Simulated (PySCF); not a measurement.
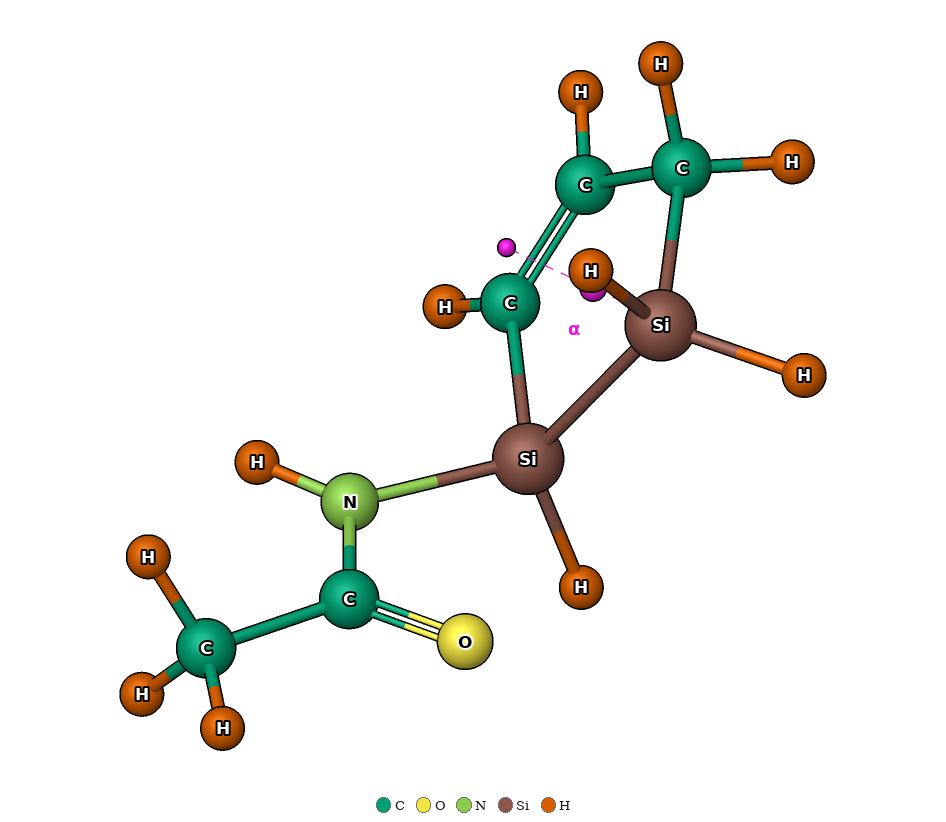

The small points mark where nucleus-independent chemical shifts (NICS) were computed: at the centre of each lettered ring and 1 Å above and below it. Computed geometry: GFN2-xTB optimisation. No frequency run is at hand to confirm it as a minimum. Method: GIAO PBE0/pcSseg-1 NMR shielding, non-relativistic, gas phase (PySCF 2.14.0).

Give NICS(0), NICS(1) and the out-of-plane component NICS(1)zz for each ring (means of the two sides).

| ring | members | NICS(0) | NICS(1) | NICS(1)zz |
| --- | --- | --- | --- | --- |
| α | C3Si2 | −1.5 | −2.9 | −1.2 |

Values in ppm.

Question: What do the values say about the ring currents?

Answer: Ring α: weak, as in a non-aromatic ring. NICS is one index among several.

The geometry is semi-empirical. Around Si such bond lengths and angles can be off by a tenth of an ångström or more and by several degrees, and values that hang on the shape move with them.
